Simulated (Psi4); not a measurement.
# Si2NH5F (SMILES F[SiH2]N[SiH2]) at UDSD-PBEP86/6-31G(d) (density fitting for correlation, spherical functions)

Aim: the vertical doublet–quartet gap of Si2NH5F at UDSD-PBEP86/6-31G* (density fitting for correlation, spherical functions), from 2 runs. 

The calculation is run with Psi4 1.11.

2 further runs of the same task are left out: 2 set aside as unsound or not needed.

## Step 1: The molecule

The species is Si2NH5F (9 atoms), meant as a doublet with charge 0. As SMILES, `F[SiH2]N[SiH2]`. Geometry: relaxed at PBE0-D4/def2-TZVP. This is one conformer, not always the lowest.

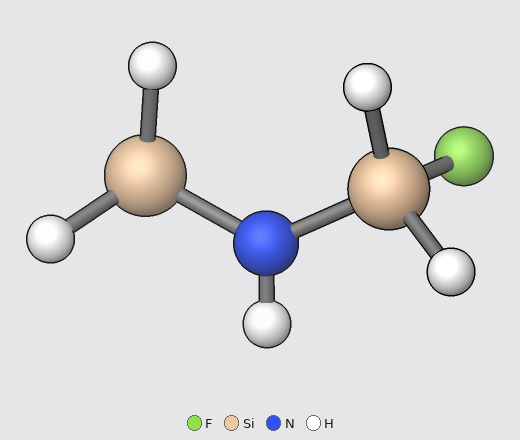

The structure, seen from a chosen angle (fluorine green, silicon light orange, nitrogen blue, hydrogen white).

## Step 2: The energy at UDSD-PBEP86/6-31G(d) (density fitting for correlation, spherical functions)

Input file fh5nsi2.in:

```
memory 1600 MB

molecule geom {
  0 2
  F
  Si 1 1.600246
  N 2 1.711537 1 112.39074
  Si 3 1.735808 2 128.38013 1 -87.09924
  H 2 1.480254 1 106.10212 3 119.30613
  H 2 1.477498 5 113.87365 1 -117.24676
  H 3 1.011643 2 115.67555 6 -159.48388
  H 4 1.48947 3 106.62122 7 169.1777
  H 4 1.493549 8 110.97708 3 119.19123
  units angstrom
  symmetry c1
}

set basis 6-31G*
set reference uks
set puream true
set e_convergence 1e-09
set d_convergence 1e-08
set scf_type pk
set dft_radial_points 99
set dft_spherical_points 590
set num_frozen_docc 12
set maxiter 100

energy("dsd-pbep86")
```

Command:

```
$ psi4 -i fh5nsi2.in -o fh5nsi2.out -n 1
```

fh5nsi2.out (excerpt; [...] marks lines left out):

```text
[...]
  Running in c1 symmetry.
[...]
  Nuclear repulsion =  217.045219290877668
[...]
  Multiplicity = 2
[...]
  Nalpha       = 25
  Nbeta        = 24
[...]
    Number of basis functions: 74
[...]
   @UKS iter   1:  -735.32343267935391   -6.91148e-01   7.33592e-03 ADIIS/DIIS
[...]
   @UKS iter  13:  -735.45368368790196   -1.47793e-12   4.49870e-09 DIIS
[...]
   @S^2 Observed:                7.526740805E-01
[...]
    Orbital Energies [Eh]
    ---------------------
    Alpha Occupied:
       1A    -67.883659     2A    -67.852930     3A    -25.714168
       4A    -15.127604     5A     -5.875492     6A     -5.852356
       7A     -4.066742     8A     -4.065399     9A     -4.064784
      10A     -4.046087    11A     -4.039687    12A     -4.038944
      13A     -1.436509    14A     -1.058283    15A     -0.699917
      16A     -0.670564    17A     -0.603551    18A     -0.580170
      19A     -0.578611    20A     -0.533853    21A     -0.476548
      22A     -0.450036    23A     -0.433875    24A     -0.420577
      25A     -0.277505
    Alpha Virtual:
[...]
  @UKS Final Energy:  -735.45368368790196
   => Energetics <=
    Nuclear Repulsion Energy =            217.0452192908776681
    One-Electron Energy =               -1451.3595013604449377
    Two-Electron Energy =                 516.2397290470426015
    DFT Exchange-Correlation Energy =     -17.3791306653772359
    Empirical Dispersion Energy =           0.0000000000000000
    VV10 Nonlocal Energy =                  0.0000000000000000
    Total Energy =                       -735.4536836879019575
[...]
 Multipole Moments:
 ------------------------------------------------------------------------------------
     Multipole            Electronic (a.u.)      Nuclear  (a.u.)        Total (a.u.)
 ------------------------------------------------------------------------------------
 L = 1.  Multiply by 2.5417464519 to convert [e a0] to [Debye]
 Dipole X            :          1.2781022           -0.9670872            0.3110150
 Dipole Y            :          1.0796497           -1.3478974           -0.2682477
 Dipole Z            :         -5.1750179            5.6944822            0.5194643
 Magnitude           :                                                    0.6622162
[...]
```

It took 21 s on 1 thread of Intel Xeon Platinum 8223CL at 3.00GHz (Skylake/Cascade Lake), shared host; peak memory 1.2 GiB.

## Step 3: The quartet

Input file job.json:

```json
{
  "schema_name": "qcschema_input",
  "schema_version": 1,
  "molecule": {
    "schema_name": "qcschema_molecule",
    "schema_version": 2,
    "symbols": ["F", "Si", "N", "Si", "H", "H", "H", "H", "H"],
    "geometry": [-3.36031099, 2.28448991, -2.23327833, -0.54424112, 2.12329627, -1.14309533, 0.45636886, -0.92861142, -0.76155963, 0.04459754, -2.89808398, 1.82906592, 1.08904917, 3.39980627, -3.02129413, -0.57220907, 3.36333456, 1.35833514, 1.13459157, -1.78049995, -2.3328669, -0.46543954, -1.22832198, 4.03683295, 2.38445642, -4.42328194, 2.23497909],
    "molecular_charge": 0,
    "molecular_multiplicity": 4,
    "fix_symmetry": "c1",
    "fix_com": true,
    "fix_orientation": true
  },
  "driver": "energy",
  "model": {
    "method": "dsd-pbep86",
    "basis": "6-31G*"
  },
  "keywords": {
    "reference": "uks",
    "puream": true,
    "e_convergence": 1e-09,
    "d_convergence": 1e-08,
    "scf_type": "pk",
    "dft_radial_points": 99,
    "dft_spherical_points": 590,
    "num_frozen_docc": 12,
    "maxiter": 100
  }
}
```

Command:

```
$ psi4 --qcschema job.json -n 1 --memory 1600MB
```

stdout (excerpt; [...] marks lines left out):

```text
[...]
  Running in c1 symmetry.
[...]
  Nuclear repulsion =  217.045251755645722
[...]
  Multiplicity = 4
[...]
  Nalpha       = 26
  Nbeta        = 23
[...]
    Number of basis functions: 74
[...]
   @UKS iter   1:  -734.90714642726869   -2.74861e-01   8.36059e-03 ADIIS/DIIS
[...]
   @UKS iter  20:  -735.20159278539870   -3.75167e-12   3.89611e-09 DIIS
[...]
   @S^2 Observed:                3.759062603E+00
[...]
    Orbital Energies [Eh]
    ---------------------
    Alpha Occupied:
       1A    -67.924875     2A    -67.857926     3A    -25.748996
       4A    -15.261829     5A     -5.919366     6A     -5.858789
       7A     -4.110892     8A     -4.109710     9A     -4.107371
      10A     -4.052797    11A     -4.047972    12A     -4.044316
      13A     -1.470909    14A     -1.213980    15A     -0.764327
      16A     -0.743463    17A     -0.666770    18A     -0.637958
      19A     -0.610638    20A     -0.590512    21A     -0.570971
      22A     -0.531190    23A     -0.467239    24A     -0.440548
      25A     -0.303965    26A     -0.102972
    Alpha Virtual:
[...]
  @UKS Final Energy:  -735.20159278539870
   => Energetics <=
    Nuclear Repulsion Energy =            217.0452517556457224
    One-Electron Energy =               -1449.2198311187485160
    Two-Electron Energy =                 514.3336064105616288
    DFT Exchange-Correlation Energy =     -17.3606198328575267
    Empirical Dispersion Energy =           0.0000000000000000
    VV10 Nonlocal Energy =                  0.0000000000000000
    Total Energy =                       -735.2015927853987023
[...]
 Multipole Moments:
 ------------------------------------------------------------------------------------
     Multipole            Electronic (a.u.)      Nuclear  (a.u.)        Total (a.u.)
 ------------------------------------------------------------------------------------
 L = 1.  Multiply by 2.5417464519 to convert [e a0] to [Debye]
 Dipole X            :         31.0849608          -30.4727785            0.6121823
 Dipole Y            :         -1.8394643            2.5441383            0.7046740
 Dipole Z            :         12.9272832          -13.5508480           -0.6235647
 Magnitude           :                                                    1.1225710
[...]
```

The result, in JSON:

```text
{
 "driver": "energy",
 "model": {
  "method": "dsd-pbep86",
  "basis": "6-31G*"
 },
 "success": true,
 "return_result": -735.4401173060348,
 "properties": {
  "calcinfo_nbasis": 74,
  "calcinfo_nmo": 74,
  "calcinfo_nalpha": 26,
  "calcinfo_nbeta": 23,
  "calcinfo_natom": 9,
  "nuclear_repulsion_energy": 217.04525175564572,
  "return_energy": -735.4401173060348,
  "scf_one_electron_energy": -1449.2198311187485,
  "scf_two_electron_energy": 514.3336064105616,
  "scf_xc_energy": -17.360619832857527,
  "scf_dipole_moment": [0.6121822964958525, 0.7046740008441166, -0.6235647309710597],
  "scf_total_energy": -735.2015927853987,
  "scf_iterations": 20
 }
}
```

It took 29 s on 1 thread of Intel Xeon Platinum 8223CL at 3.00GHz (Skylake/Cascade Lake), shared host; peak memory 1.2 GiB.

## Step 4: Results

At UDSD-PBEP86/6-31G* (density fitting for correlation, spherical functions), 12 core orbitals frozen:

```
                                                         quantity          value
                                            doublet: total energy  -735.70740 Eh
doublet: HOMO energy (SCF part's orbitals) (highest over α and β)       -7.55 eV
 doublet: LUMO energy (SCF part's orbitals) (lowest over α and β)        0.08 eV
                                                    doublet: ⟨S²⟩          0.753
                                            quartet: total energy  -735.44012 Eh
quartet: HOMO energy (SCF part's orbitals) (highest over α and β)       -2.80 eV
                                                    quartet: ⟨S²⟩          3.759
                 vertical energy of the quartet above the doublet       7.273 eV
```

What this shows: At this shape the quartet lies 7.27 eV (168 kcal/mol) above the doublet.
